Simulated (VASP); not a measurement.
Band structure of NaF (rock salt). Computed with PW91 GGA, VASP's PBE PAW potentials (set 64) (plane waves; VASP).

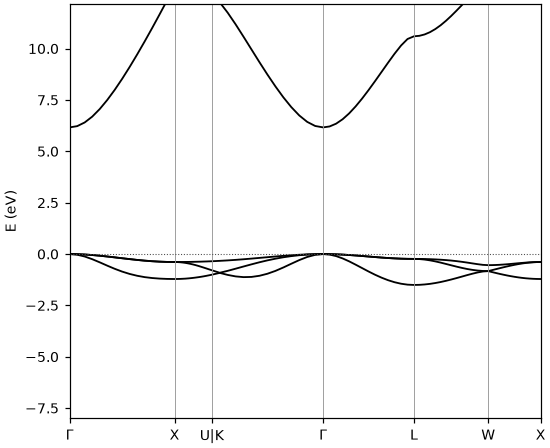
Figure: Bands along high-symmetry lines, zero at the valence-band maximum or, without a gap, the Fermi level

Problem. Read the plot: is there a gap, and where are the band edges?

Solution. The gap is direct, 6.17 eV, from the valence maximum at Γ to the conduction minimum at Γ. (Edges off the drawn lines would not show.)

Measured: gap 11.70 eV (computed value off by -5.53 eV), as given by David Koller et al., Journal of Physics Condensed Matter (2013), arXiv:1304.4470.

The compound is NaF in the rock salt structure. It was relaxed first.
